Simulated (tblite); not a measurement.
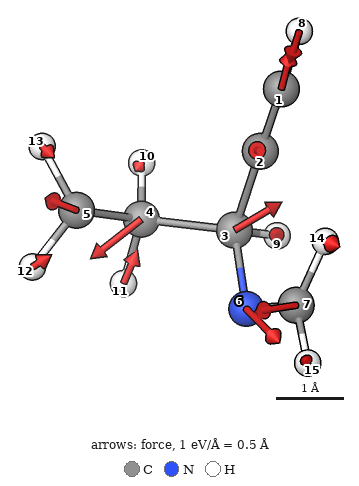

Starting geometry of C6H8N (multiplicity 2) with the computed forces as red arrows. The picture is a ball-and-stick view, seen at a tilt.

Method: tblite 0.8.0, GFN2-xTB geometry optimisation, gas phase. 

### What follows when this structure is relaxed?

It isn't relaxed: the largest force vector, on N6, is 2.35 eV/Å. The final displacements have little in common with the starting forces (cosine between the two patterns 0.10). After 175 geometry steps the energy has fallen by 61.8 kJ/mol. H14 moves most after the best rigid fit: 2.22 Å. Largest moves by element: H 2.22 Å, N 0.75 Å, C 0.69 Å. Near-neighbour distances that change, for instance: C3–C4 1.509 → 1.571 Å, C4–H11 1.137 → 1.092 Å, C4–C5 1.509 → 1.469 Å, C1–H8 1.086 → 1.049 Å. Among the angles between lasting bonds that change: C5–C4–H11 105.7° → 110.8°, N6–C7–H14 116.2° → 121.1°, H12–C5–H13 113.1° → 118.0°. Groups turn about C3–N6 by about 95°.
